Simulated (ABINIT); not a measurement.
## A GW chain in ABINIT: Ca2H6Os (Fm-3m)

Wanted: ground state, empty states, screening and self-energy for Ca2H6Os (Fm-3m).

Method: PBEsol and many-body steps on it, plane waves, in ABINIT 10.8.3.

### 1. Starting point

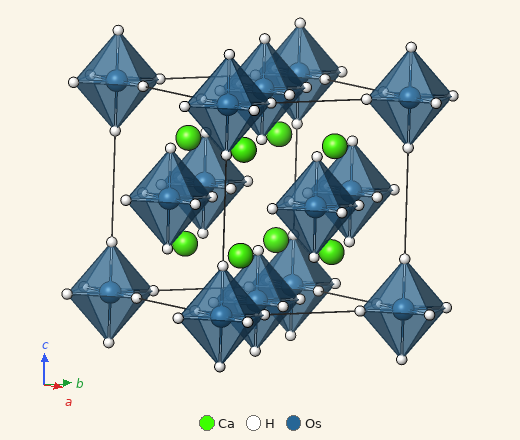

Start, viewed slightly off an axis; calcium green, hydrogen white, osmium blue. This picture shows the conventional cell, with its axes. Some periodic images of atoms are drawn too.

The cell and positions are those that the Materials Project relaxed with its own functionals (PBE, PBE+U or r2SCAN), kept fixed.

### 2. Ground state

This step: ABINIT 10.8.3; DFT, PBEsol with spin-orbit coupling, plane waves, norm-conserving pseudopotentials.

The ground-state density comes first.

Contents of run.abi:

```
acell 3*1.0 Angstrom
rprim 
  0.000000000000 3.614821300000 3.614821300000
  3.614821300000 0.000000000000 3.614821300000
  3.614821300000 3.614821300000 0.000000000000
ntypat 3
znucl 20 1 76
natom 9
typat 1 1 2 2 2 2 2 2 3
xred 
  0.250000000000 0.250000000000 0.250000000000
  0.750000000000 0.750000000000 0.750000000000
  0.762819760000 0.237180240000 0.237180240000
  0.237180240000 0.762819760000 0.762819760000
  0.237180240000 0.762819760000 0.237180240000
  0.762819760000 0.237180240000 0.762819760000
  0.237180240000 0.237180240000 0.762819760000
  0.762819760000 0.762819760000 0.237180240000
  0.000000000000 0.000000000000 0.000000000000
pp_dirpath "pseudos"
pseudos "Ca.upf, H.upf, Os.upf"
ecut 33
nspinor 2
ngkpt 4 4 4
nshiftk 1
shiftk 0 0 0
kptopt 1
chksymbreak 0
nband 58
occopt 1
tolvrs 1e-10
nstep 60
prtwf 0
optforces 0
optstress 0
indata_prefix "in"
outdata_prefix "out"
tmpdata_prefix "tmp"
```

Started as:

```
$ OMP_NUM_THREADS=1 mpirun -n 4 abinit run.abi > log
```

Numbers of over 12 decimals in the logs are rounded to 6 here.

Output:

```text
.Version 10.8.3 of ABINIT. v10.8.2 released Aug 2026.

 Symmetries : space group Fm -3 m (#225); Bravais cF (face-center cubic)
================================================================================
 Values of the parameters that define the memory need of the present run
     intxc =       0    ionmov =       0      iscf =       7    lmnmax =      25
     lnmax =      25     mgfft =      50  mpssoang =       7    mqgrid =    3001
     natom =       9  nloc_mem =       1    nspden =       1   nspinor =       2
    nsppol =       1      nsym =      48    n1xccc =    2501    ntypat =       3
    occopt =       1   xclevel =       2
-    mband =          58        mffmem =           1         mkmem =           2
       mpw =        5817          nfft =      125000          nkpt =           8
================================================================================
  Rough estimation (10% accuracy) of disk space for files :
================================================================================

--------------------------------------------------------------------------------
------------- Echo of variables that govern the present computation ------------
--------------------------------------------------------------------------------
 -outvars: echo values of preprocessed input variables --------
            acell      1.8897261259E+00  1.8897261259E+00  1.8897261259E+00 Bohr

      chksymbreak           0
             ecut      3.30000000E+01 Hartree
-          fftalg         312

              ixc     -116133
              kpt      0.00000000E+00  0.00000000E+00  0.00000000E+00
                       2.50000000E-01  0.00000000E+00  0.00000000E+00
                       5.00000000E-01  0.00000000E+00  0.00000000E+00
                       2.50000000E-01  2.50000000E-01  0.00000000E+00
                       5.00000000E-01  2.50000000E-01  0.00000000E+00
                      -2.50000000E-01  2.50000000E-01  0.00000000E+00
                       5.00000000E-01  5.00000000E-01  0.00000000E+00
                      -2.50000000E-01  5.00000000E-01  2.50000000E-01
         kptrlatt        4    0    0      0    4    0      0    0    4
          kptrlen      3.86420972E+01
P           mkmem           2
            natom           9
            nband          58
            ngfft          50      50      50
             nkpt           8
          nspinor           2
            nstep          60
             nsym          48
           ntypat           3
              occ      1.000000  1.000000  1.000000  1.000000  1.000000  1.000000
                       1.000000  1.000000  1.000000  1.000000  1.000000  1.000000
                       1.000000  1.000000  1.000000  1.000000  1.000000  1.000000
                       1.000000  1.000000  1.000000  1.000000  1.000000  1.000000
                       1.000000  1.000000  1.000000  1.000000  1.000000  1.000000
                       1.000000  1.000000  1.000000  1.000000  1.000000  1.000000
                       1.000000  1.000000  1.000000  1.000000  1.000000  1.000000
                       0.000000  0.000000  0.000000  0.000000  0.000000  0.000000
                       0.000000  0.000000  0.000000  0.000000  0.000000  0.000000
                       0.000000  0.000000  0.000000  0.000000
        optforces           0
        optstress           0
            prtwf           0
            rprim      0.0000000000E+00  3.6148213000E+00  3.6148213000E+00
                       3.6148213000E+00  0.0000000000E+00  3.6148213000E+00
                       3.6148213000E+00  3.6148213000E+00  0.0000000000E+00
          spgroup         225

           tolvrs      1.00000000E-10

             xred      2.5000000000E-01  2.5000000000E-01  2.5000000000E-01
                       7.5000000000E-01  7.5000000000E-01  7.5000000000E-01
[...]
znucl       20.00000    1.00000   76.00000

================================================================================

 chkinp: Checking input parameters for consistency.

================================================================================
== DATASET  1 ==================================================================
-   mpi_nproc: 4, omp_nthreads: 1 (-1 if OMP is not activated)

--- !DatasetInfo
iteration_state: {dtset: 1, }
dimensions: {natom: 9, nkpt: 8, mband: 58, nsppol: 1, nspinor: 2, nspden: 1, mpw: 5817, }
cutoff_energies: {ecut:  33.0, pawecutdg:  -1.0, }
electrons: {nelect:   4.20000000E+01, charge:   0.00000000E+00, occopt:   1.00000000E+00, tsmear:   1.00000000E-02, }

 Real(R)+Recip(G) space primitive vectors, cartesian coordinates (Bohr,Bohr^-1):
 R(1)=  0.0000000  6.8310223  6.8310223  G(1)= -0.0731955  0.0731955  0.0731955
 R(2)=  6.8310223  0.0000000  6.8310223  G(2)=  0.0731955 -0.0731955  0.0731955
 R(3)=  6.8310223  6.8310223  0.0000000  G(3)=  0.0731955  0.0731955 -0.0731955
 Unit cell volume ucvol=  6.3751014E+02 bohr^3
 Angles (23,13,12)=  6.00000000E+01  6.00000000E+01  6.00000000E+01 degrees

 getcut: wavevector=  0.0000  0.0000  0.0000  ngfft=  50  50  50
         ecut(hartree)=     33.000   => boxcut(ratio)=   2.00226

--- Pseudopotential description ------------------------------------------------
- Ca Generated using ONCVPSP code by D. R. Hamann
- 20.00000  10.00000  180509                  znucl, zion, pspdat
[...]
2    2.240904    0.220541    0.002467
             3    0.647041    0.185845    0.001449    0.000221
  spin-orbit 1    3.572980    0.732639    0.035873   -0.005128
  spin-orbit 2    0.113865   -0.059164    0.014609   -0.000089
  spin-orbit 3   -0.023226    0.011962   -0.006227    0.002470
 pspatm: atomic psp has been read  and splines computed

   2.23336114E+03                                ecore*ucvol(ha*bohr**3)
--------------------------------------------------------------------------------

_setup2: Arith. and geom. avg. npw (full set) are    5765.297    5765.273

================================================================================

--- !BeginCycle
iteration_state: {dtset: 1, }
solver: {iscf: 7, nstep: 60, nline: 4, wfoptalg: 0, }
tolerances: {tolvrs: 1.00E-10, }

     iter   Etot(hartree)      deltaE(h)  residm     vres2
 ETOT  1  -182.14690755278    -1.821E+02 8.386E-02 6.108E+02
 ETOT  2  -182.24598673363    -9.908E-02 1.942E-02 2.360E+02
 ETOT  3  -182.26849111986    -2.250E-02 9.498E-03 1.187E+02
 ETOT  4  -182.28578623559    -1.730E-02 6.801E-03 7.911E-01
 ETOT  5  -182.28584829067    -6.206E-05 4.061E-03 8.342E-02
 ETOT  6  -182.28585773230    -9.442E-06 3.676E-03 2.379E-03
 ETOT  7  -182.28585784237    -1.101E-07 1.984E-03 2.864E-04
 ETOT  8  -182.28585787900    -3.663E-08 2.540E-03 1.095E-05
 ETOT  9  -182.28585788055    -1.551E-09 5.781E-04 6.987E-08
 ETOT 10  -182.28585788057    -2.163E-11 1.066E-03 5.242E-10
 ETOT 11  -182.28585788057    -1.478E-12 4.942E-04 2.055E-10
 ETOT 12  -182.28585788058    -5.372E-12 4.658E-04 2.290E-11

 At SCF step   12       vres2   =  2.29E-11 < tolvrs=  1.00E-10 =>converged.

--- !ResultsGS
iteration_state: {dtset: 1, }
comment   : Summary of ground state results
lattice_vectors:
- [  0.0000000,   6.8310223,   6.8310223, ]
- [  6.8310223,   0.0000000,   6.8310223, ]
- [  6.8310223,   6.8310223,   0.0000000, ]
lattice_lengths: [   9.66052,    9.66052,    9.66052, ]
lattice_angles: [ 60.000,  60.000,  60.000, ] # degrees, (23, 13, 12)
lattice_volume:   6.3751014E+02
convergence: {deltae: -5.372E-12, res2:  2.290E-11, residm:  4.658E-04, diffor:  0.000E+00, }
etotal    :  -1.82285858E+02
entropy   :   0.00000000E+00
fermie    :   1.77012243E-01
cartesian_stress_tensor: null
pressure_GPa: null
xred      :
- [  2.5000E-01,   2.5000E-01,   2.5000E-01, Ca]
- [  7.5000E-01,   7.5000E-01,   7.5000E-01, Ca]
- [  7.6282E-01,   2.3718E-01,   2.3718E-01,  H]
- [  2.3718E-01,   7.6282E-01,   7.6282E-01,  H]
- [  2.3718E-01,   7.6282E-01,   2.3718E-01,  H]
- [  7.6282E-01,   2.3718E-01,   7.6282E-01,  H]
- [  2.3718E-01,   2.3718E-01,   7.6282E-01,  H]
- [  7.6282E-01,   7.6282E-01,   2.3718E-01,  H]
- [  0.0000E+00,   0.0000E+00,   0.0000E+00, Os]
cartesian_forces: null
force_length_stats: {min: null, max: null, mean: null, }

 Integrated electronic density in atomic spheres:
 ------------------------------------------------
 Atom  Sphere_radius  Integrated_density
[...]
================================================================================

 ----iterations are completed or convergence reached----

 Mean square residual over all n,k,spin=   36.642E-07; max=  46.580E-05
 reduced coordinates (array xred) for    9 atoms
[...]
0.237180240000      0.762819760000      0.237180240000
       0.762819760000      0.237180240000      0.762819760000
       0.237180240000      0.237180240000      0.762819760000
       0.762819760000      0.762819760000      0.237180240000
       0.000000000000      0.000000000000      0.000000000000
 rms dE/dt=  0.0000E+00; max dE/dt=  0.0000E+00; dE/dt below (all hartree)
    1       0.000000000000      0.000000000000      0.000000000000
    2       0.000000000000      0.000000000000      0.000000000000
    3       0.000000000000      0.000000000000      0.000000000000
    4       0.000000000000      0.000000000000      0.000000000000
    5       0.000000000000      0.000000000000      0.000000000000
    6       0.000000000000      0.000000000000      0.000000000000
    7       0.000000000000      0.000000000000      0.000000000000
[...]
cartesian coordinates (angstrom) at end:
[...]
5      3.614821     1.714728     3.614821
    6      3.614821     5.514914     3.614821
    7      3.614821     3.614821     1.714728
    8      3.614821     3.614821     5.514914
    9      0.000000     0.000000     0.000000
 length scales=  1.889726125908  1.889726125908  1.889726125908 bohr
              =  1.000000000000  1.000000000000  1.000000000000 angstroms
 prteigrs : about to open file out_EIG
 Fermi (or HOMO) energy (hartree) =   0.17701   Average Vxc (hartree)=  -0.37140
 Eigenvalues (hartree) for nkpt=   8  k points:
 kpt#   1, nband= 58, wtk=  0.01563, kpt=  0.0000  0.0000  0.0000 (reduced coord)
  -2.90016   -2.90016   -1.74109   -1.74109   -1.29431   -1.29431   -1.29431   -1.29431
  -1.26332   -1.26332   -1.26174   -1.26174   -0.58043   -0.58043   -0.57536   -0.57536
  -0.56674   -0.56674   -0.56674   -0.56674   -0.56132   -0.56132   -0.56132   -0.56132
  -0.08981   -0.08981    0.02292    0.02292    0.02292    0.02292    0.07918    0.07918
   0.09913    0.09913    0.09913    0.09913    0.15806    0.15806    0.15806    0.15806
   0.17425    0.17425    0.33091    0.33091    0.33091    0.33091    0.34634    0.34634
   0.41208    0.41208    0.41208    0.41208    0.41214    0.41214    0.44621    0.44660
   0.44753    0.44768
 prteigrs : prtvol=0 or 1, do not print more k-points.

--- !EnergyTerms
iteration_state     : {dtset: 1, }
comment             : Components of total free energy in Hartree
kinetic             :  5.79219708978999E+01
hartree             :  4.48887027390541E+01
xc                  : -3.72856587905919E+01
Ewald energy        : -1.09621101542026E+02
psp_core            :  3.50325588430687E+00
local_psp           : -1.52949898968681E+02
non_local_psp       :  1.12568718994582E+01
total_energy        : -1.82285857880579E+02
total_energy_eV     : -4.96025088596843E+03
band_energy         : -2.48591089461770E+01

== END DATASET(S) ==============================================================
================================================================================

 -outvars: echo values of variables after computation  --------
           etotal     -1.8228585788E+02
            nband          58
             nkpt           8
          spgroup         225
 [... the other variables as echoed above ...]

 Calculation completed.
```

The job ended after 61 s (4 MPI ranks of AMD EPYC 9R45 (Zen 5), shared host; peak memory 0.52 GiB).

This step gave:

| Item | Value |
| --- | --- |
| total energy | -4960.2509 eV |
| gap | 2.451 eV |
| k of the valence top | 0.5, 0.5, 0 |
| k of the conduction bottom | 0.5, 0.5, 0 |
| least direct gap | 2.451 eV |

The gap is direct, at (0.500, 0.500, 0.000).

[end of part 1 of 3]

[Paths, hosts, dates, memory and timing lines, banners, echoed tables and standing remarks are left out of the program output.]

[Logs are printed without paths, hosts, clocks, repeated set-up lines and the standing remarks that a program may print on its own settings, such as how far it seeks lower states.]

[Runs of the session that timed out or met a known fault of the program may be left out.]

[Hosts, paths, dates, database ids (printed as entryN), source tags and the programs' standing remarks are cut or masked in the printed files.]

[G0W0 gaps are taken among the corrected bands and points alone; a level outside them can change the order at an edge.]

[Where Ansatz stands beside ABINIT at settings called matched, ABINIT's density can come from a denser mesh and the files from another edition; pairs whose starting gaps differed by over 0.03 eV were left out, so agreement reads better than it is.]
